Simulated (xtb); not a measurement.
CH8FSSi2 (charge +1): geometry relaxation (part 4 of 4)

Continued. System: CH8FSSi2, charge +1. Method: GFN-FF (xtb 6.7.1 later snapshot).  The settings are looser than a standard set-up, so the numbers are not reference values.

Geometry of the input (Å):
```
C  -1.4385  -0.9915  0.5800
S  -0.1685  0.3963  0.7127
Si 1.8316  -0.6413  0.8621
Si -0.3847  1.5502  -1.2792
F  1.1913  2.0023  -1.4043
H  -2.3885  -0.5719  0.1621
H  -1.5109  -1.4561  1.3437
H  -1.1083  -1.4689  -0.3284
H  1.5020  -1.5322  1.7924
H  2.5897  0.4802  0.9994
H  1.6898  -1.2139  -0.4344
H  -0.4872  0.5177  -2.2779
H  -1.2265  2.6658  -0.9784
```

**Trajectory as extended XYZ, continued**
```
13
Properties=species:S:1:pos:R:3 step=25 energy=0.08911
C    -1.3948   -1.0182    0.3820
S    -0.5422    0.4622    0.9018
Si    1.5360   -0.3599    0.9292
Si   -0.4232    1.4586   -1.0875
F     0.9423    0.8892   -1.7051
H    -2.4330   -0.7874    0.1541
H    -1.3810   -1.7580    1.1792
H    -0.9314   -1.4521   -0.5009
H     1.7724   -1.4515    1.8850
H     2.5726    0.6376    1.2499
H     1.9722   -0.9011   -0.3649
H    -1.3954    1.0942   -2.1437
H    -0.2031    2.9230   -1.1294
13
Properties=species:S:1:pos:R:3 step=26 energy=0.08623
C    -1.3818   -1.0194    0.3796
S    -0.5403    0.4682    0.8982
Si    1.5351   -0.3570    0.9424
Si   -0.4317    1.4598   -1.0942
F     0.9031    0.8468   -1.7362
H    -2.4195   -0.7979    0.1462
H    -1.3660   -1.7555    1.1799
H    -0.9095   -1.4502   -0.4999
H     1.7510   -1.4700    1.8774
H     2.5713    0.6352    1.2881
H     1.9829   -0.8687   -0.3577
H    -1.4411    1.1295   -2.1292
H    -0.1620    2.9158   -1.1448
13
Properties=species:S:1:pos:R:3 step=27 energy=0.08293
C    -1.3718   -1.0207    0.3779
S    -0.5395    0.4736    0.8947
Si    1.5339   -0.3538    0.9561
Si   -0.4393    1.4569   -1.1023
F     0.8590    0.7954   -1.7664
H    -2.4095   -0.8083    0.1393
H    -1.3541   -1.7522    1.1823
H    -0.8905   -1.4479   -0.4982
H     1.7357   -1.4930    1.8642
H     2.5626    0.6353    1.3337
H     2.0026   -0.8194   -0.3555
H    -1.4874    1.1701   -2.1129
H    -0.1105    2.9006   -1.1632
13
Properties=species:S:1:pos:R:3 step=28 energy=0.07956
C    -1.3684   -1.0217    0.3777
S    -0.5421    0.4765    0.8937
Si    1.5325   -0.3478    0.9643
Si   -0.4428    1.4495   -1.1084
F     0.8190    0.7411   -1.7884
H    -2.4067   -0.8157    0.1346
H    -1.3501   -1.7494    1.1856
H    -0.8800   -1.4463   -0.4959
H     1.7322   -1.5136    1.8428
H     2.5469    0.6395    1.3800
H     2.0284   -0.7598   -0.3603
H    -1.5219    1.2063   -2.0955
H    -0.0558    2.8779   -1.1806
13
Properties=species:S:1:pos:R:3 step=29 energy=0.07615
C    -1.3685   -1.0233    0.3774
S    -0.5493    0.4779    0.8959
Si    1.5315   -0.3330    0.9661
Si   -0.4427    1.4392   -1.1106
F     0.7758    0.6719   -1.8080
H    -2.4078   -0.8225    0.1285
H    -1.3511   -1.7493    1.1871
H    -0.8728   -1.4456   -0.4936
H     1.7348   -1.5274    1.8104
H     2.5279    0.6488    1.4329
H     2.0559   -0.6926   -0.3681
H    -1.5526    1.2441   -2.0723
H     0.0104    2.8485   -1.1960
13
Properties=species:S:1:pos:R:3 step=30 energy=0.07325
C    -1.3817   -1.0244    0.3786
S    -0.5591    0.4729    0.9009
Si    1.5315   -0.3179    0.9551
Si   -0.4334    1.4224   -1.1084
F     0.7487    0.6162   -1.8083
H    -2.4214   -0.8198    0.1289
H    -1.3676   -1.7520    1.1872
H    -0.8871   -1.4471   -0.4929
H     1.7644   -1.5228    1.7738
H     2.4977    0.6622    1.4712
H     2.0864   -0.6307   -0.3819
H    -1.5516    1.2692   -2.0541
H     0.0646    2.8084   -1.2005
13
Properties=species:S:1:pos:R:3 step=31 energy=0.07255
C    -1.3797   -1.0289    0.3756
S    -0.5727    0.4737    0.9067
Si    1.5323   -0.2851    0.9510
Si   -0.4311    1.4099   -1.1062
F     0.6859    0.5114   -1.8362
H    -2.4200   -0.8300    0.1177
H    -1.3672   -1.7591    1.1821
H    -0.8767   -1.4488   -0.4931
H     1.7655   -1.5190    1.7291
H     2.4794    0.6774    1.5386
H     2.1079   -0.5600   -0.3845
H    -1.5926    1.3263   -2.0214
H     0.1603    2.7688   -1.2096
13
Properties=species:S:1:pos:R:3 step=32 energy=0.07017
C    -1.3794   -1.0278    0.3767
S    -0.5668    0.4729    0.9046
Si    1.5334   -0.2949    0.9497
Si   -0.4308    1.4160   -1.1059
F     0.7179    0.5654   -1.8220
H    -2.4189   -0.8246    0.1245
H    -1.3656   -1.7596    1.1816
H    -0.8835   -1.4500   -0.4945
H     1.7616   -1.5095    1.7526
H     2.4949    0.6694    1.5001
H     2.0864   -0.6081   -0.3786
H    -1.5677    1.2991   -2.0425
H     0.1100    2.7884   -1.1963
```

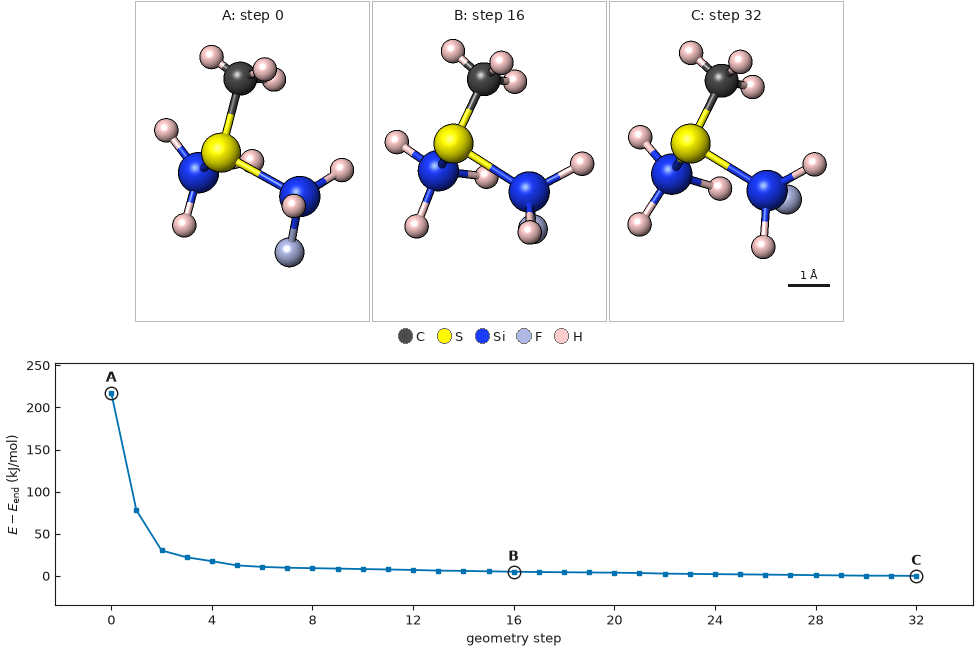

**Figure 1.** Frames of the relaxation (ball-and-stick view, seen at a tilt) above the curves, on which the letters mark them (steps are counted from 0).

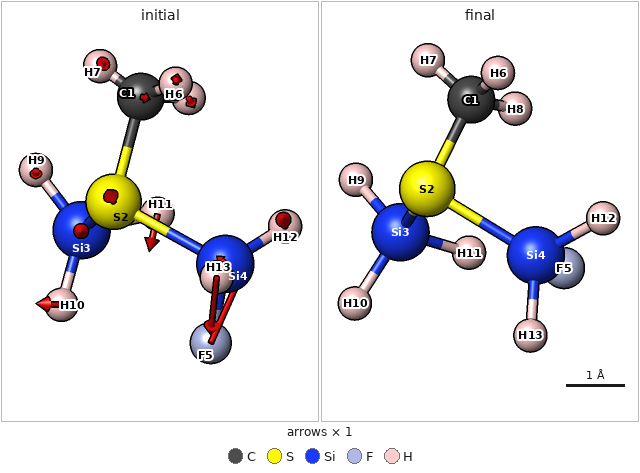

**Figure 2.** Before (left) and after (right) the relaxation, at one scale (ball-and-stick view, seen at a tilt). The red arrows give the displacements, at true length. Over 32 geometry steps the energy falls by 217.5 kJ/mol. F5 moves most after the best rigid fit: 1.57 Å. By element the largest moves are F 1.57 Å, H 1.39 Å, Si 0.44 Å, S 0.44 Å, C 0.20 Å. Among the contacts that change: C1–H7 0.897 → 1.088 Å, Si3–H9 1.330 → 1.474 Å, Si3–H10 1.361 → 1.469 Å, C1–S2 1.886 → 1.786 Å. Among the angles that change: H9–Si3–H10 128.3° → 103.6°, H12–Si4–H13 131.6° → 108.4°, S2–Si3–H11 92.1° → 114.0°. (Atoms are counted from 1 in the order of the input.)

**Summary**

| quantity | value |
| --- | --- |
| outcome | converged |
| total energy | 0.002579 hartree |
| dispersion energy | −0.007406 hartree |
| peak memory | 0.075 GiB |

**Remarks**

Settings chosen away from the usual ones: method = gfn-ff; task = optimise; opt_level = sloppy; x = {}; partner = base. These settings are looser than, or depart from, a standard set-up, so the numbers are not reference values for this system.
